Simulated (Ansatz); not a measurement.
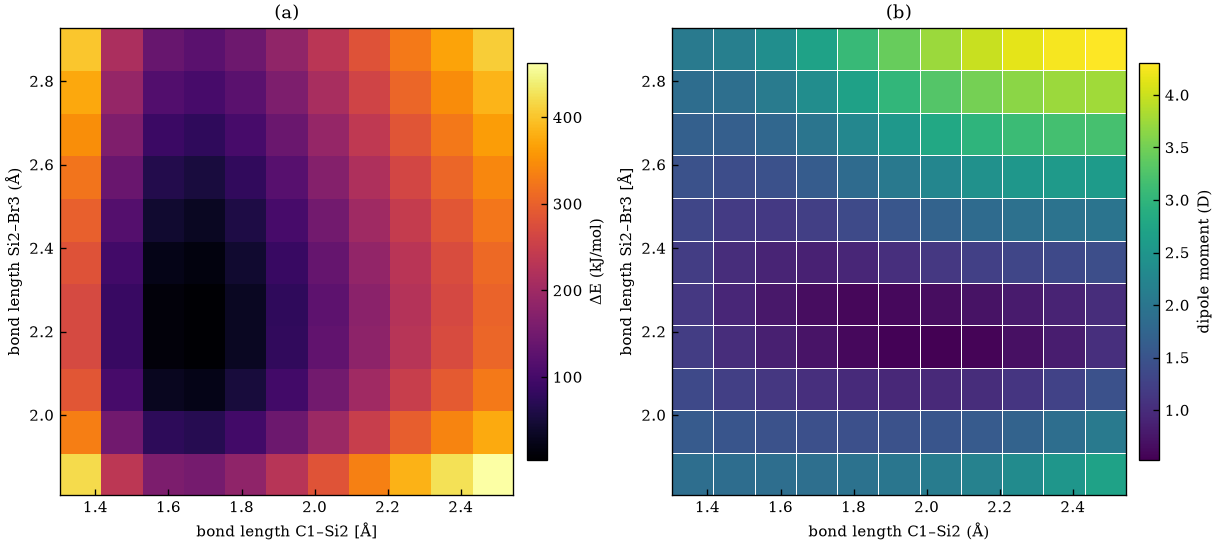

CHBrSi, SMILES C#[Si]Br. First axis: bond length C1–Si2. Second axis: bond length Si2–Br3. Nothing is relaxed (all other coordinates rigid). The scan uses an 11 × 11 grid. Energies: kJ/mol, counted from the relaxed molecule at the same level. The reference is spin-restricted, which grows unreliable where a bond is stretched far. Computed with Ansatz, RKS B3LYP-D4/def2-TZVP.

Panel (a) is the energy; panel (b) is the computed dipole moment, in D.

In the figure: one coloured cell a grid point.

Question: How does the dipole moment vary over the map, and what is it at the lowest grid point?

Answer: Leaving out the highest fifth of the energies, it runs from 0.53 D at bond length C1–Si2 = 2.037 Å, bond length Si2–Br3 = 2.164 Å to 3.98 D at bond length C1–Si2 = 2.150 Å, bond length Si2–Br3 = 2.876 Å. At the lowest grid point, bond length C1–Si2 = 1.699 Å, bond length Si2–Br3 = 2.266 Å, it is 0.65 D.
